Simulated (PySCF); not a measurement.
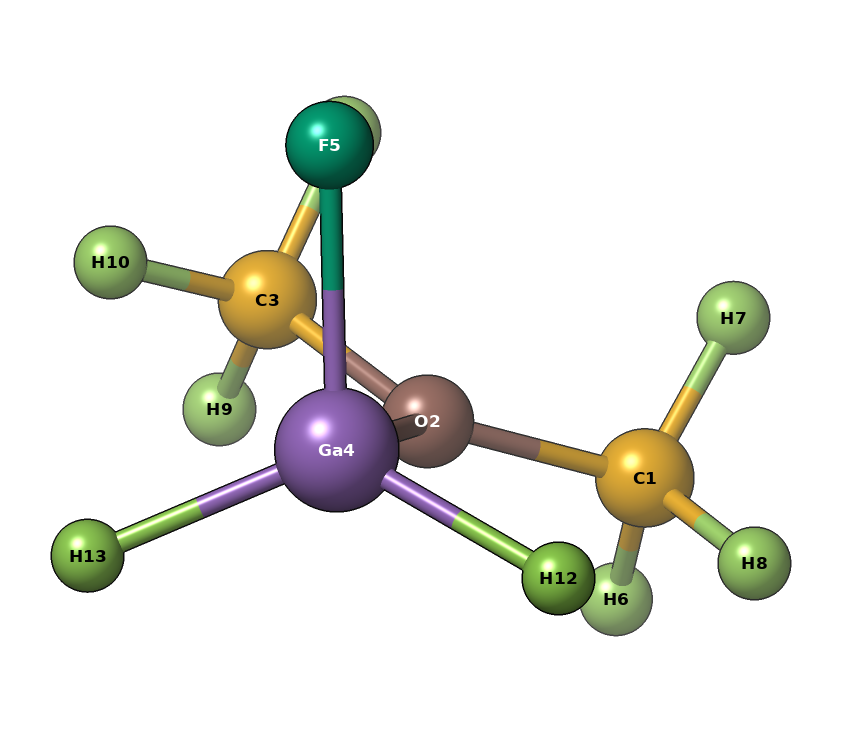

O2 lies behind Ga4. The molecule seen a little off the Ga4–O2 bond, Ga4 in front. Atoms fade into the background with distance from the viewer. Computed geometry: GFN2-xTB optimisation. No frequency run is at hand to confirm it as a minimum.

What is the torsion angle F5–Ga4–O2–C1? The sign is positive where the front bond must turn clockwise to cover the back bond.

Answer. 109°, anticlinal.
